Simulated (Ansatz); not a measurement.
Bond-angle distributions (per cent of the angles at each element, bins of 10°) of a relaxed model of amorphous Al28O43K2 at 3.04 g/cm³. These are PBE, scalar-relativistic without spin-orbit coupling (plane waves to 420 eV, PAW; Ansatz, an electronic-structure program) values and carry that method's errors.

Preparation: random packing, a CHGNet melt and quench, and a DFT relaxation. O atoms were pushed apart under 1.9 Å during the dynamics, to hinder bonds among them. The hot cell started wider than the set density and was brought back towards it in steps. It is the lowest in DFT energy of 2 quenches. It is a model cell: composition and starting density were chosen by hand, and all elements were melted together. No dispersion term was used. Its density started from a set value of 3.04 and ended at 3.04 g/cm³. The quench (nominally 340 K/ps over its main leg) was far faster than any real one, so the model tends to hold more defects than a real film. One small periodic cell is one sample of the glass; other quenches scatter about these values. Volume and shape were free in the relaxation.

Neighbours within Al-Al 2.66 Å, Al-O 2.38 Å, Al-K 3.56 Å, O-O 1.58 Å, O-K 3.23 Å, K-K 4.47 Å count as bonded. Two cations that share two anions don't count as bonded, nor two that share one unless they lie closer than Al-Al 2.59 Å, Al-K 3.47 Å, K-K 4.34 Å.

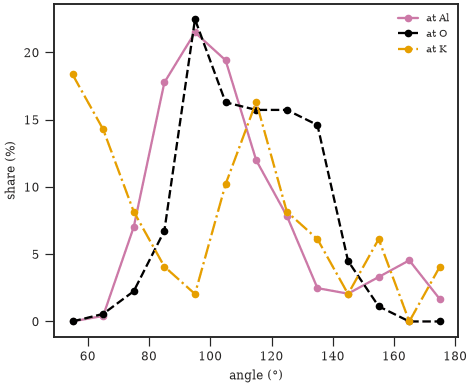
Figure. Bond-angle distributions

They go with these counts of neighbours within the cut-offs, cation contacts included: Al mean 4.6, most often 5; O mean 3.4, most often 3; K mean 7.5, most often 7.
